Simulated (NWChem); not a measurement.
# TPSSh/def2-SVP (core potential) run of InSiH5 (SMILES [SiH3][InH2])

What is the vertical ionisation energy of InSiH5 at TPSSh/def2-SVP (core potential)? 

The calculation is run with NWChem 7.3.0.

1 further run of the same task is left out (it didn't finish).

## (1) The structure to begin with

InSiH5 has 7 atoms, charge 0, and is taken as a singlet. SMILES: `[SiH3][InH2]`. The coordinates come from a PBE0-D4/def2-TZVP relaxation.

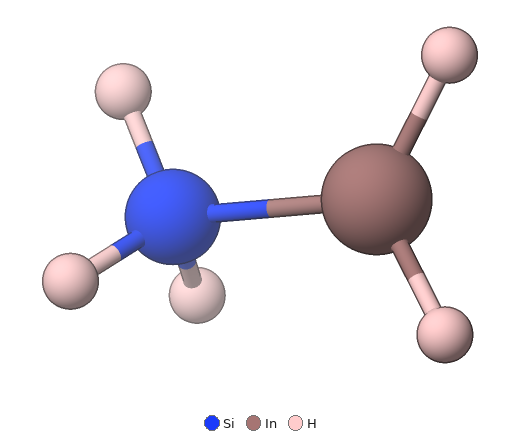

Viewed from a chosen angle; silicon blue, indium brown, hydrogen pink.

## (2) A single-point energy at TPSSh/def2-SVP (core potential)

The input, job.nw:

```
start job
title "H5InSi"
memory total 2200 mb
geometry units angstrom noautosym nocenter noautoz
  Si    -0.667100    -0.641500    -0.642100
  In     0.830800     0.837600     0.840500
  H     -2.119900    -0.371100    -0.463600
  H     -0.432000    -2.083300    -0.345900
  H     -0.338000    -0.425500    -2.080000
  H      0.179100     2.062100     1.872000
  H      2.547100     0.621800     0.819100
end
basis spherical bse
  Si library def2-SVP
  In library def2-SVP
  H library def2-SVP
end
ecp bse
  In library def2-SVP
end
dft
  xc xctpssh
  grid lebedev 50 8
  convergence energy 1e-08
  iterations 100
  mulliken
  noprint "final vectors analysis"
end
task dft
```

On the command line:

```sh
nwchem job.nw > job.out
```

Log:

```text
[...]
          Wavefunction type:  closed shell.
          No. of atoms     :     7
          No. of electrons :    40
[...]
          Charge           :     0
          Spin multiplicity:     1
[...]
          AO basis - number of functions:    69
[...]
              XC Information
              --------------
                  TPSS hybrid Method XC Functional
                     Hartree-Fock (Exact) Exchange  0.100
                  TPSS metaGGA Exchange Functional  0.900
             TPSS03 metaGGA Correlation Functional  1.000
[...]
 d= 0,ls=0.0,diis     1   -482.4331352176 -5.86D+02  1.08D-02  1.03D-01     0.9
[...]
 d= 0,ls=0.0,diis     7   -482.4569875542 -4.29D-09  1.13D-06  3.35D-09     4.1
         Total DFT energy =     -482.456987554202
      One electron energy =     -944.848740239885
           Coulomb energy =      398.337111273229
    Exchange-Corr. energy =      -39.397244264276
 Nuclear repulsion energy =      103.451885676730
[...]
      Total Density - Mulliken Population Analysis
     ---------------------------------------------
    Atom       Charge   Shell Charges
 -----------   ------   -------------------------------------------------------
    1 Si  14    13.88   2.00  1.98  1.04  0.27  5.93  1.30  1.24  0.11
    2 In  21    20.69  -0.60  2.60  1.00  0.26  2.79  3.22  1.11  0.27  9.60  0.44
    3 H    1     1.06   0.74  0.31  0.01
    4 H    1     1.07   0.74  0.31  0.01
    5 H    1     1.07   0.74  0.32  0.01
    6 H    1     1.12   0.68  0.43  0.01
    7 H    1     1.12   0.68  0.43  0.01
[...]
```

Wall time 4.8 s (1 thread of AMD EPYC 9R14 (Zen 4), shared host); peak memory 0.11 GiB.

## (3) The doublet cation at the same level

The input, mymol.nw:

```
start mymol
title "H5InSi"
memory total 2200 mb
charge 1

geometry units angstroms noautosym nocenter noautoz
 Si      -0.667100      -0.641500      -0.642100
 In       0.830800       0.837600       0.840500
 H       -2.119900      -0.371100      -0.463600
 H       -0.432000      -2.083300      -0.345900
 H       -0.338000      -0.425500      -2.080000
 H        0.179100       2.062100       1.872000
 H        2.547100       0.621800       0.819100
end

basis spherical bse
 * library def2-SVP
end

ecp bse
 In library def2-SVP
end

dft
 xc xctpssh
 mult 2
 grid lebedev 50 8
 convergence energy 1e-08
 iterations 100
 mulliken
 print low
end

task dft
```

On the command line:

```sh
nwchem mymol.nw > mymol.out
```

Log:

```text
[...]
 d= 0,ls=0.0,diis     1   -482.0557774359 -5.86D+02  6.80D-03  1.51D-01     1.0
[...]
 d= 0,ls=0.0,diis    11   -482.1125535749 -3.69D-09  1.39D-06  1.45D-09     7.9
[...]
         Total DFT energy =     -482.112553574888
      One electron energy =     -935.472195088388
           Coulomb energy =      389.028405521186
    Exchange-Corr. energy =      -39.120649684416
 Nuclear repulsion energy =      103.451885676730
[...]
      Total Density - Mulliken Population Analysis
     ---------------------------------------------
    Atom       Charge   Shell Charges
 -----------   ------   -------------------------------------------------------
    1 Si  14    13.74   2.00  1.98  1.12  0.22  5.93  1.29  1.07  0.12
    2 In  21    20.45  -0.60  2.60  1.11  0.19  2.78  3.23  0.98  0.11  9.61  0.43
    3 H    1     0.95   0.72  0.22  0.01
    4 H    1     0.95   0.72  0.22  0.01
    5 H    1     0.95   0.72  0.22  0.01
    6 H    1     0.98   0.65  0.32  0.01
    7 H    1     0.98   0.65  0.32  0.01
[...]
      <S2> =      0.7547 (Exact =     0.7500)
[...]
```

Wall time 8.7 s (1 thread of AMD EPYC 9R14 (Zen 4), shared host); peak memory 0.11 GiB.

## (4) Results

Level: TPSSh/def2-SVP (core potential).

```
                                          quantity          value
                      singlet InSiH5: total energy  -482.45699 Eh
                     singlet InSiH5: dipole moment         0.14 D
                      doublet cation: total energy  -482.11255 Eh
                              doublet cation: ⟨S²⟩          0.755
vertical ionisation energy (to the doublet cation)       9.373 eV
```

Removing an electron at fixed nuclei costs 9.37 eV (904 kJ/mol). Mulliken charges (singlet InSiH5) run from -0.12 on H6 to +0.31 on In2. Mulliken charges (doublet cation) run from +0.02 on H6 to +0.55 on In2; they depend strongly on the basis.
